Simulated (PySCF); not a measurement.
# C₅H₁₀F₂OSi: what the fields show

Input file:

```
{"job": {"kind": "nmr", "xc": "PBE0", "basis": "pcSseg-1"}, "charge": 0, "multiplicity": 1}
C     -1.762026    -1.132445     0.661713
C     -1.152630     0.160457     1.199955
C     -0.667272     1.022965     0.071539
Si     0.862017     0.605976    -0.943459
O      1.515548    -0.586352    -0.064087
C      2.680338    -1.305707    -0.329505
C     -1.336120     2.096524    -0.286451
F     -2.446884     2.577060     0.282794
F     -0.997072     2.906924    -1.295217
H     -1.022771    -1.678212     0.081652
H     -2.614692    -0.913802     0.022835
H     -2.096314    -1.760678     1.483672
H     -0.302571    -0.084832     1.837871
H     -1.894742     0.698370     1.793989
H      0.497151     0.147390    -2.288488
H      1.758819     1.758267    -1.054390
H      2.763209    -2.101681     0.411464
H      2.649319    -1.743293    -1.329488
H      3.556890    -0.657681    -0.263861
```

Command:

```sh
OMP_NUM_THREADS=1 python probes_run.py task.json out
```

Geometry: GFN2-xTB.

Computed with PySCF 2.14.0, PBE0/pcSseg-1, SCF density, gas phase, non-relativistic.

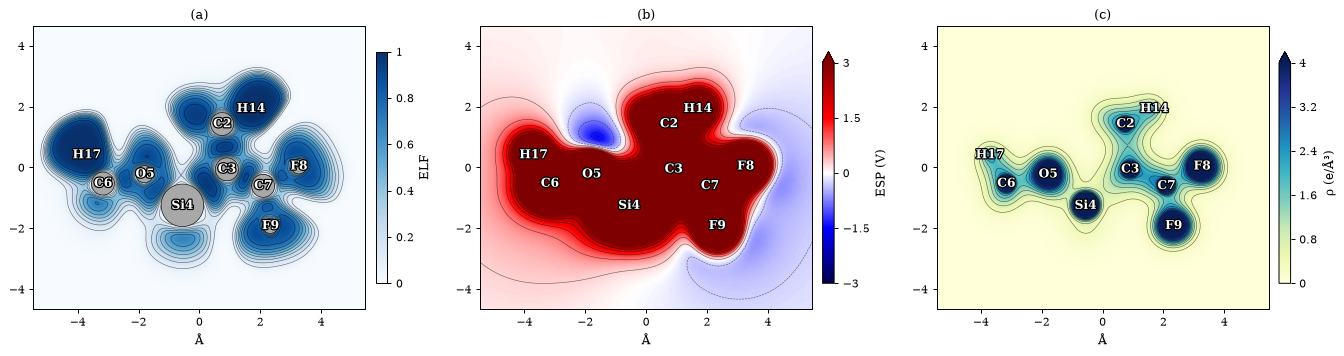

Figure 1. (a) ELF; (b) molecular electrostatic potential; (c) electron density on the plane of atoms O5, C6 and H17. Grey discs cover the atomic cores in the ELF map.

What do the fields say about this system?

Answer.
- The plane passes through C, Si, O, F and H nuclei.
- C–C (1.31 Å): ρ is about 2.4 e/Å³ halfway; the ELF peaks at about 0.90 between the atoms (a multiple bond).
- C–F (1.34 Å): ρ at the midpoint is about 2.3 e/Å³; the ELF peaks at about 0.85 between the atoms (a shared but strongly polarised pair).
- C–O (1.39 Å): the density is about 2.1 e/Å³ at the midpoint, with its minimum of 1.8 e/Å³ about 0.5 Å from C; the ELF peaks at about 0.90 between the atoms (a polar covalent bond).
- Si–O (1.62 Å): ρ is about 1.2 e/Å³ halfway; the ELF peaks at about 0.85 between the atoms; a short, strongly polar bond.
- C–Si (1.88 Å): ρ is about 0.93 e/Å³ halfway; the ELF peaks at about 0.95 between the atoms; a shared electron pair.
- The ELF also peaks beside F9, F8 and O5, away from the bonds: lone-pair regions.
- Outside the dense part of the molecule the potential is most negative (−1.5 V) near O5.

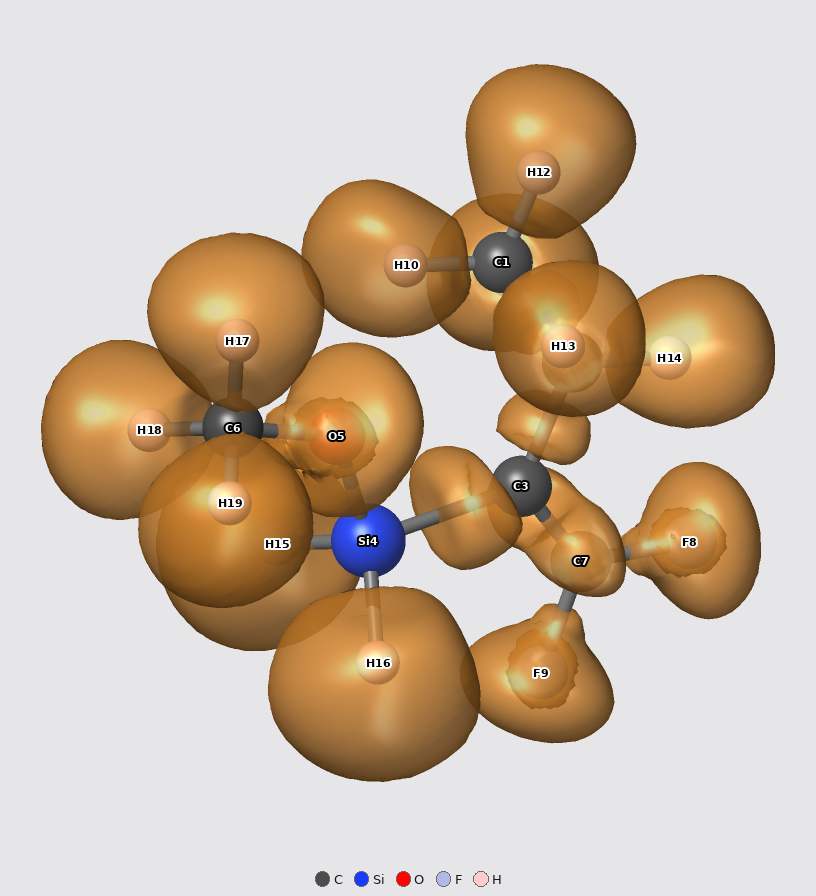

Figure 2. Isosurface of the ELF at 0.75 (orange), seen at an oblique angle. Core shells and regions of very low density are left out.

What do the ELF domains correspond to?

Answer. The surface consists of three regions between bonded C–C atoms (shared pairs), one region between bonded C–Si atoms (shared pairs), ten regions around hydrogen nuclei, two regions on F in which the atom's valence shell and bonds are merged and one region on O in which the atom's valence shell and bonds are merged.

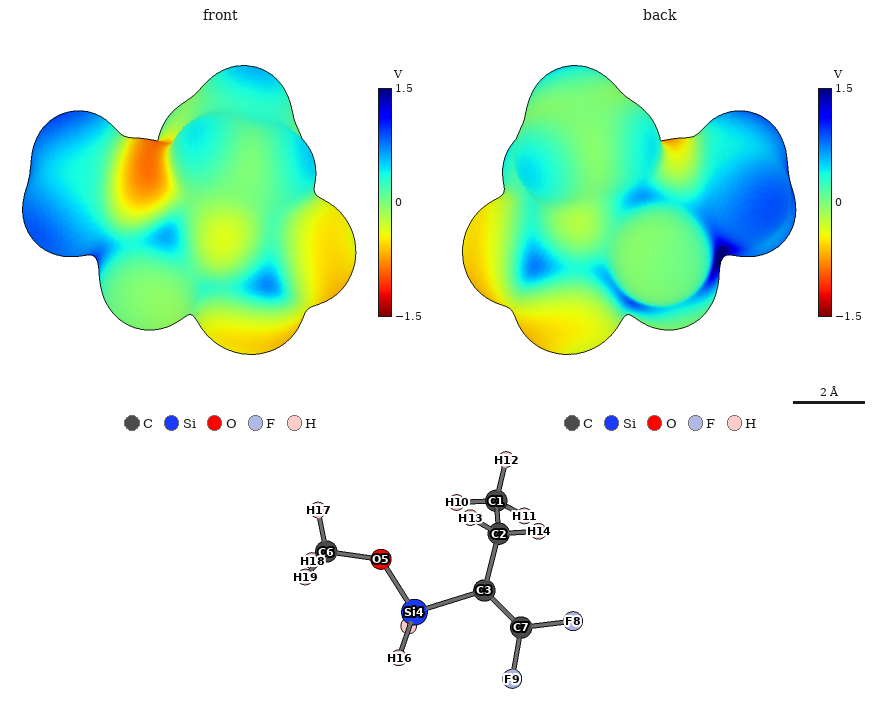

Figure 3. The electrostatic potential painted on the density surface at 0.002 e/bohr³, seen from the front and from behind; the colour scale runs from red (negative) to blue (positive). The bare structure is drawn below in the same view.

Where is the surface potential most negative and most positive?

Answer. The most negative region (about −0.9 V, or −21 kcal/mol for a unit charge) lies over O5, the most positive (about +1.4 V, or +32 kcal/mol for a unit charge) over Si4.

How polar is the molecule by this calculation?

Answer. Its dipole moment is 2.42 D.
